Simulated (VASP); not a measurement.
Band structure of DyScO3 (relaxed from the cubic-perovskite structure, space group Pm-3m). All values below come from PBEsol GGA, VASP's PBE PAW potentials (set 64) (plane waves; VASP).

The 4f electrons are frozen in the core of the lanthanide potential, so 4f levels, which can set the real gap, and their magnetism are missing.

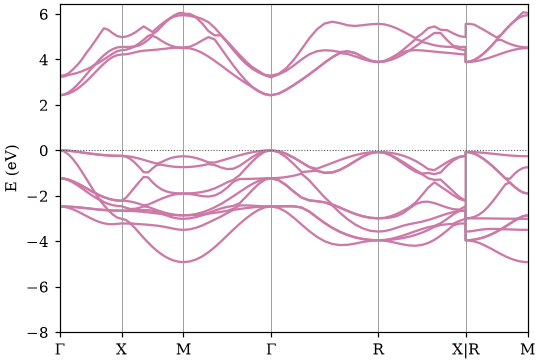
Bands along high-symmetry lines, zero at the valence-band maximum or, without a gap, the Fermi level

Problem. Read the plot: is there a gap, and where are the band edges?

Solution. The gap is direct, 2.42 eV, from the valence maximum at Γ to the conduction minimum at Γ. (Edges off the drawn lines would not show.)

The structure was generated: DyScO3 was put into the cubic-perovskite type (Pm-3m), which need not be its known phase. It was relaxed first, which changed the volume by +7 %.
